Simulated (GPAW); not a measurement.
# O K edges of MnH2O2, Ti2O and BaPbO3

What does the O K edge say about the empty states of the neighbours?

Each spectrum comes from a core-hole supercell calculation (GPAW, LDA, excited-electron core hole (neutral cell), supercells with 5.5 to 6.9 Å between holes, Gaussian full width 0.9 eV up to 4 eV, rising linearly to 3.5 eV at 25 eV, without spin-orbit coupling). Logs are left out.

## 1. The absorbers

| crystal | absorber's surroundings | own zero (eV) | rising edge (eV) | first and strongest maxima up to 24 eV above its own zero, eV (height) |
| --- | --- | --- | --- | --- |
| MnH2O2 (Pyrochroite, P-3m1) | 1 H at 0.99 Å and 3 Mn at 2.13 Å (distorted tetrahedral, site symmetry 3m) | 527.7 | 527.8 | 0.7 eV (1.21), 2.5 eV (2.29), 4.7 eV (1.92) and 7.2 eV (1.25) |
| Ti2O (P-3m1) | 6 Ti at 2.14 Å (octahedral, site symmetry -3m) | 527.3 | 527.3 | 0.9 eV (2.83), 3.3 eV (1.54), 6.9 eV (1.13) and 11.1 eV (1.77) |
| BaPbO3 (Pm-3m) | 2 Pb at 2.18 Å (linear, site symmetry 4/mmm) | 523.5 | 523.3 | 0.2 eV (1.00), 1.5 eV (0.90), 4.2 eV (2.47) and 7.3 eV (1.62) |

The rising edge is the photon energy at which the scaled intensity first reaches 0.6 (total-energy differences, less 8.8 eV, the free-atom term for the hole's spin; none where the hole was spin-polarised); it carries a common error. In the free atom LDA prices this hole about 4 eV below PBE, which is itself good to a few eV.

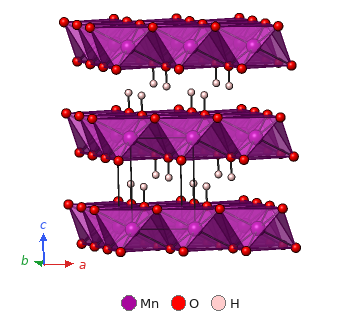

MnH2O2 (Pyrochroite, P-3m1) (manganese purple, oxygen red, hydrogen pink). 2×2×2 cells are drawn. Some periodic images of atoms are drawn too.

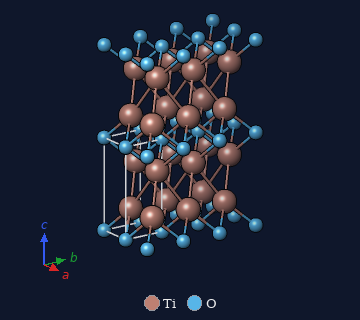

Ti2O (P-3m1) (titanium pink, oxygen blue). Bonds to atoms that aren't drawn are left out. 2×3×2 cells are drawn. Some periodic images of atoms are drawn too.

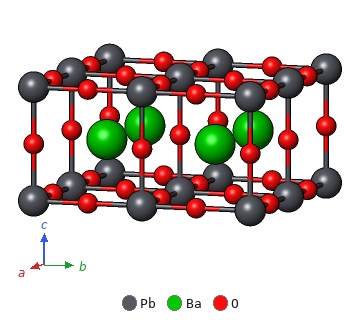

BaPbO3 (Pm-3m) (lead dark grey, barium green, oxygen red). 2×2×1 cells are drawn. Some periodic images of atoms are drawn too.

## 2. The spectra

Energy from 523.5 eV, the lowest zero; each curve has a mean of 1 over its first 20 eV:

```csv
E (eV),MnH2O2,Ti2O,BaPbO3
-2.0,0.00,0.00,0.00
-0.5,0.00,0.00,0.26
1.0,0.00,0.00,0.81
2.5,0.00,0.00,0.44
4.0,0.37,1.26,2.43
5.5,1.06,1.69,1.27
7.0,2.07,1.53,1.59
8.5,1.77,0.61,1.47
10.0,1.16,0.93,0.81
11.5,1.24,0.88,0.87
13.0,0.88,0.63,0.60
14.5,0.81,1.66,0.84
16.0,0.70,1.22,0.78
17.5,0.60,0.69,0.54
19.0,0.46,0.46,0.55
20.5,0.57,0.50,0.69
22.0,0.76,0.59,0.87
23.5,0.90,0.60,1.03
25.0,0.97,0.63,1.23
26.5,0.90,0.74,1.43
28.0,0.80,0.82,1.38
29.5,0.73,0.91,1.09
31.0,0.73,1.09,0.89
```

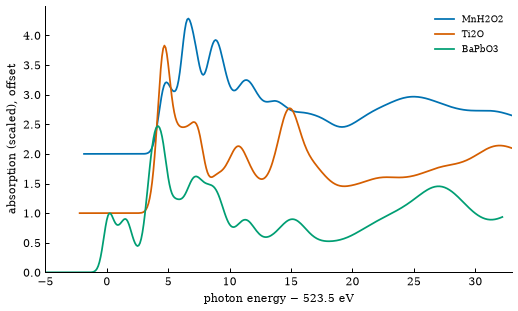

The O K edges.

## 3. Reading

After the best relative shift (up to 4 eV allowed) the most alike pair, BaPbO3 (Pm-3m) and MnH2O2 (Pyrochroite, P-3m1), differs by 31 % r.m.s., the least alike, BaPbO3 (Pm-3m) and Ti2O (P-3m1), by 44 %. Between 0 and 20 eV on the axis shown, these two part most near 3.6 eV, where BaPbO3 (Pm-3m) is higher by 1.6. The rising edges span 4.4 eV, lowest for BaPbO3 (Pm-3m). For MnH2O2 (Pyrochroite, P-3m1): a K edge sees empty p states; the first features are O p mixed into the empty d states of the Mn neighbours, and the broad ones above probably into the cations' higher empty bands. For Ti2O (P-3m1): a K edge sees empty p states; the first features are O p mixed into the empty d states of the Ti neighbours, and the broad ones above probably into the cations' higher empty bands. For BaPbO3 (Pm-3m): a K edge sees empty p states on the absorber.

The hole lies in one spin channel, while the script sums the empty states of both and takes the lower zero; where the two channels are split, this blurs and shifts the curve. The spins start ferromagnetically in a simple order, which needn't be the measured one; gap and edge can depend on it. Lifetime broadening is put in by hand, and intensities beyond about 20 eV depend on it. Meshes are coarse enough for small ripples in MnH2O2 (Pyrochroite, P-3m1), Ti2O (P-3m1) and BaPbO3 (Pm-3m). No gap over 0.35 eV is found on the unit cell's mesh (right for a metal, a fault of the functional for a small-gap or correlated insulator) in MnH2O2 (Pyrochroite, P-3m1), Ti2O (P-3m1) and BaPbO3 (Pm-3m). Some cells keep the holes under 6.5 Å apart, so shapes are probably not fully converged. The structures are entries of the Crystallography Open Database and the Materials Project (computed), used as given.

[Logs are printed without paths, hosts, clocks, repeated set-up lines and the standing remarks that a program may print on its own settings, such as how far it seeks lower states.]

[Hosts, paths, dates, database ids (printed as entryN), source tags and the programs' standing remarks are cut or masked in the printed files.]
